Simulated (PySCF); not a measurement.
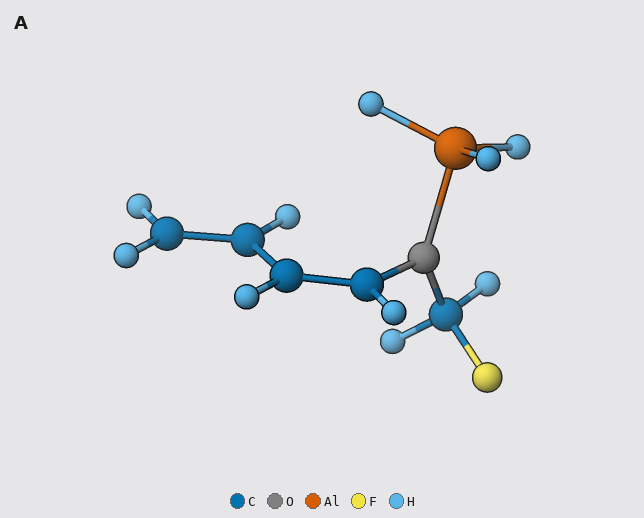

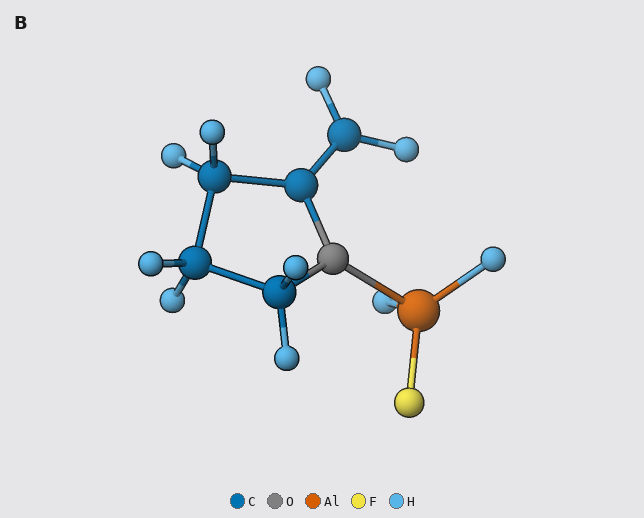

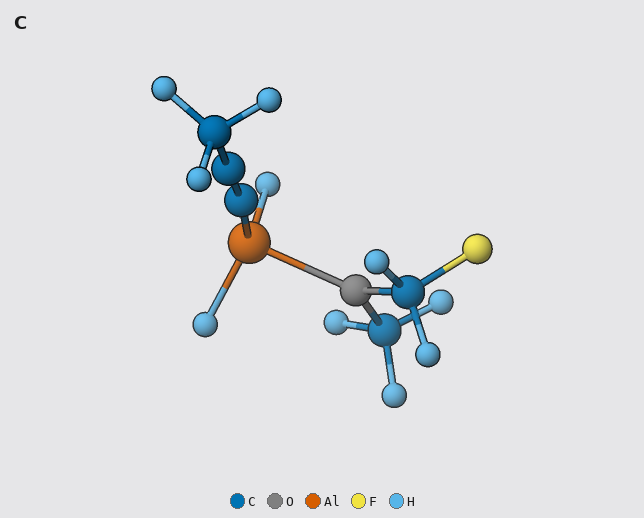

3 stationary structures of one formula. Geometries: GFN2-xTB. Electronic energies: PBE0/pcSseg-1 (PySCF 2.14.0), without zero-point energy. No frequency run is at hand to confirm each as a minimum. Each is one conformer, not always the lowest.

Which is lowest in energy, and by how much?

Answer. B is lowest; C lies 303.7 kJ/mol above it, A lies 354.6 kJ/mol above it. A is `C=C/C=C\[O+]([AlH3-])CF`, B is `C=C1CCC[O+]1[AlH2-][F]`, C is `CC#[C][AlH2-][O+](C)CF`.

The geometry is semi-empirical. Around Al such bond lengths and angles can be off by a tenth of an ångström or more and by several degrees, and values that hang on the shape move with them.
